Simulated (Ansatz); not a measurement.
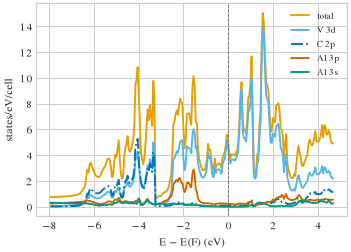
Total and projected density of states of AlV2C in space group P6_3/mmc (No. 194; Al on 2c, V on 4f, C on 2a), the program Ansatz at the PBEsol level (PAW)

Which orbitals carry the states next to the Fermi level?

Within 0.5 eV of the Fermi level: V 3d 89 %, Al 3p 5 %. Projections are on Löwdin-orthogonalised atomic valence shells; empty p or d shells of many metals are not among them.

Where is the tallest occupied peak in this window, and what makes it?

Near -4.0 eV, about 11 states/eV per cell; the largest projected share is C 2p.

Symmetry was held in the PBEsol relaxation. No spin polarisation was allowed.

Potentials: the earlier of the program's two PAW sets. The files were generated under PBE; for other functionals the program regenerates the frozen cores, and for LDA and PBEsol the local potential too.
